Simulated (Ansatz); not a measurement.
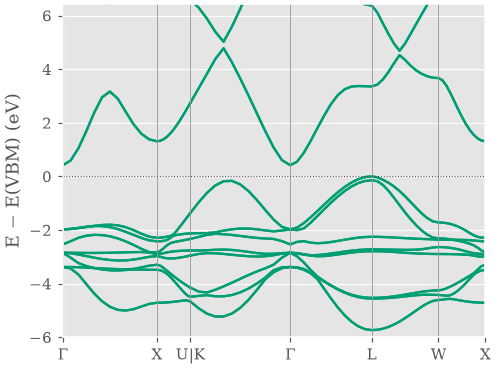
*Band structure from the program Ansatz at the PBEsol with spin–orbit coupling level (PAW)*

Task: Read off the gap and where the band edges lie.

Result: About 0.4 eV (0.41 eV by a search for the band edges); maximum at L, minimum at Γ.

The material is AgBr (rock salt, Fm-3m).

The PBEsol relaxation kept the symmetry of its start. The run is not spin-polarised.

Potentials: the later of the program's two PAW sets.
